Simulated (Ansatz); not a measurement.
# BNH (quartet): trial inputs and their diagnosis at distance B1–H3 = 0.951 Å

3 inputs are run for BNH (quartet) as typed; the log has to tell whether the result can be used and what must change.

Method: the settings change from run to run; program: Ansatz 0.2.0, Gaussian basis.

17 further runs of the same task are left out: 12 that didn't finish, 5 set aside as unsound or not needed.

## (1) What is computed

The geometry derives from a PBE0/def2-TZVP stationary point (not a proven minimum). One bond is set to the value named and the two fragments are kept rigid.

3 atoms, charge 0, spin multiplicity 4.

Atoms are counted from 1 here; the program's logs count them from 0.

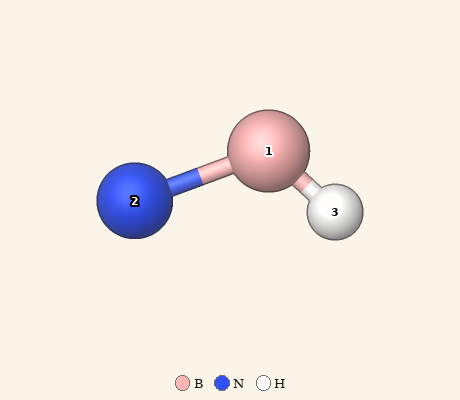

The structure; boron pink, nitrogen blue, hydrogen white; atoms are numbered from 1 in the order of the file.

## (2) Try 1

File in.yaml:

```yaml
crystal:
  periodic: [false, false, false]
  atoms:
    - {symbol: B, position_ang: [0.000000, -0.177334, 0.779019]}
    - {symbol: N, position_ang: [0.000000, 0.095319, -0.698970]}
    - {symbol: H, position_ang: [0.000000, 0.577479, 1.357515]}
basis:
  gaussian: {orbitals: 6-31G, point_charges: [{charge: 0.50, position_ang: [3.762, -0.407, 0.846]}]}
magnetization: {spin_polarized: false, initial_magnetization: 3}
hamiltonian: {xc: pbe}
correlation: {method: sc_nevpt2, electrons: all, active_space: {window: {electrons: 5, orbitals: 5}}}
```

Started as:

```sh
$ ansatz run in.yaml --threads 1 --pin off --events-out ev --progress --plain --max-ram 2393MiB
```

The log of the run:

```text
Error: invalid value for `correlation.active_space`: it starts from restricted Hartree–Fock orbitals; set hamiltonian.xc: hf without magnetization.spin_polarized
```

Wall time 0.03 s (1 thread of Arm Neoverse V1, shared host).

What is wrong: The run was refused. An active space is asked on a functional's orbitals. Cure: start from Hartree-Fock.

## (3) Try 2

File in.yaml:

```yaml
crystal:
  periodic: [false, false, false]
  atoms:
    - {symbol: B, position_ang: [0.000000, -0.177334, 0.779019]}
    - {symbol: N, position_ang: [0.000000, 0.095319, -0.698970]}
    - {symbol: H, position_ang: [0.000000, 0.577479, 1.357515]}
basis:
  gaussian: {orbitals: cc-pVDZ}
magnetization: {spin_polarized: false, initial_magnetization: 3}
correlation: {method: afqmc, electrons: outside_noble_gas}
accuracy: high
```

The command is unchanged.

The log of the run:

```text
Error: YAML parse error: error: line 10 column 23: unknown variant `afqmc`, expected one of mp2, rpa, ccsd, ccsd_t, bccd, bccd_t, ccsdt, ccsdt_q, ccsdt_q_b, ccsdtq, fci, sc_nevpt2, fic_nevpt4_sd, fic_mrcisd_q, fic_mrcisd_q_relaxed
  --> <input>:10:23
   |
 8 |   gaussian: {orbitals: cc-pVDZ}
 9 | magnetization: {spin_polarized: false, initial_magnetization: 3}
10 | correlation: {method: afqmc, electrons: outside_noble_gas}
   |                       ^ unknown variant `afqmc`, expected one of mp2, rpa, ccsd, ccsd_t, bccd, bccd_t, ccsdt, ccsdt_q, ccsdt_q_b, ccsdtq, fci, sc_nevpt2, fic_nevpt4_sd, fic_mrcisd_q, fic_mrcisd_q_relaxed
11 | accuracy: high
   |
```

Wall time 0.03 s (1 thread of Arm Neoverse V1, shared host).

**Diagnosis.** The run was refused. The method's name isn't one that the program knows. Cure: name one from the list in the message.

## (4) Try 3

File in.yaml:

```yaml
crystal:
  periodic: [false, false, false]
  atoms:
    - {symbol: B, position_ang: [0.000000, -0.177334, 0.779019]}
    - {symbol: N, position_ang: [0.000000, 0.095319, -0.698970]}
    - {symbol: H, position_ang: [0.000000, 0.577479, 1.357515]}
basis:
  gaussian: {orbitals: "6-31G*"}
magnetization: {spin_polarized: false, initial_magnetization: 3}
correlation: {active_space: {window: {electrons: 5, orbitals: 5}, places: [1, 2]}}
```

Launched as before.

The log of the run:

```text
Error: invalid value for `correlation.active_space`: name one of window, places and ras
```

Wall time 0.03 s (1 thread of Arm Neoverse V1, shared host).

Diagnosis: The run was refused. The active space is defined twice. Fix: keep one definition.

## (5) How the runs ended

```
try               level    ended                                                cause    time
  1   NEVPT2(5,5)/6-31G  refused  an active space is asked on a functional's orbitals  0.03 s
  2     'afqmc'/cc-pVDZ  refused   the method's name isn't one that the program knows  0.03 s
  3  CASSCF(5,5)/6-31G*  refused                    the active space is defined twice  0.03 s
```

3 refused.
